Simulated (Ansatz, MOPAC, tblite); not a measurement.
## A ladder of methods for C3H6F2 (2,2-difluoropropane)

C3H6F2, singlet, SMILES `CC(C)(F)F`. Each level relaxes the structure for itself.

Each level gives the zero-point energy at each level's own minimum (kJ/mol). The values are calculated.

```tsv
level	kind	program	value (kJ/mol)
AM1	semi-empirical	MOPAC	232.7
PM6-D3H4	semi-empirical	MOPAC	213.1
PM7	semi-empirical	MOPAC	213.6
GFN1-xTB	semi-empirical	tblite	224.3
HF/STO-3G	Hartree–Fock	Ansatz	272.0
HF/3-21G	Hartree–Fock	Ansatz	248.4
HF/6-31G* (Cartesian functions)	Hartree–Fock	Ansatz	248.2
PBE0-D4/def2-TZVP	global hybrid	Ansatz	230.7
B3LYP/6-31G* (Cartesian functions)	global hybrid	Ansatz	232.3
MP2/6-31G* (Cartesian functions)	perturbation theory	Ansatz	238.0
```

Harmonic and unscaled. The values span 213.1 to 272.0 kJ/mol. Without the sets that lack polarisation functions the rows with a basis span only 230.7 to 248.2 kJ/mol.

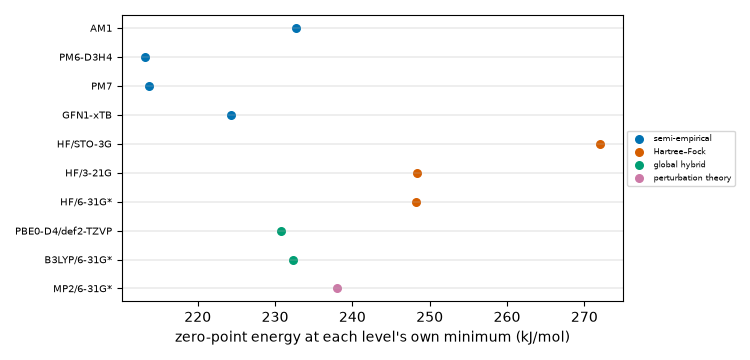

The values of the table, level by level.
